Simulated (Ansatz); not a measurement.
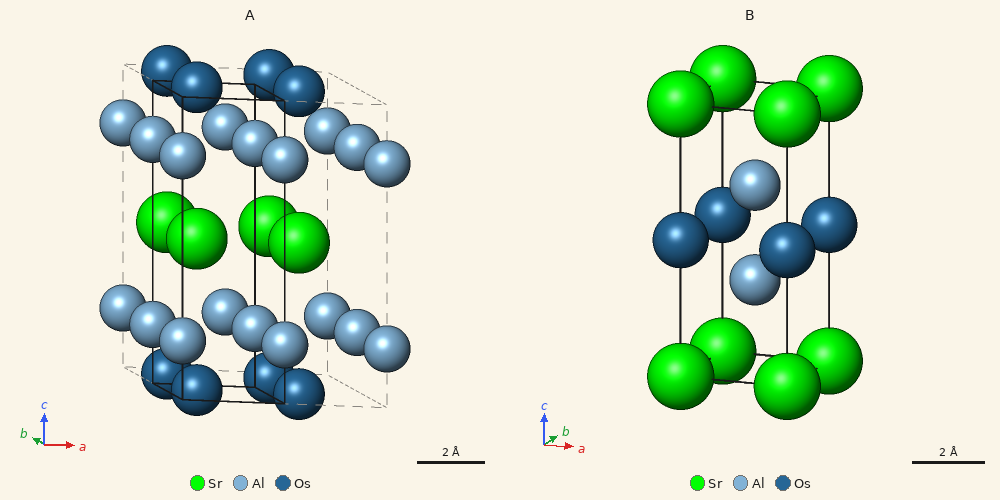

Two structures of SrAl₂Os, each relaxed to rest (conventional cells in solid outline, small ones repeated, not to one scale). Method: Ansatz 0.2.0, DFT PBE, scalar-relativistic, plane waves, PAW, without spin polarisation.

Characterise the two forms.

A: 4 atoms a cell on a primitive hexagonal lattice, P-6m2. B: 4 atoms a cell on a primitive tetragonal lattice, P4/mmm.

What is the energy order of the two?

B is lower, by 415 meV/atom at this level of theory (energies at zero smearing). Volumes: A 20.3, B 19.8 Å³/atom.

One or both may be structure types tried for this composition rather than known phases.
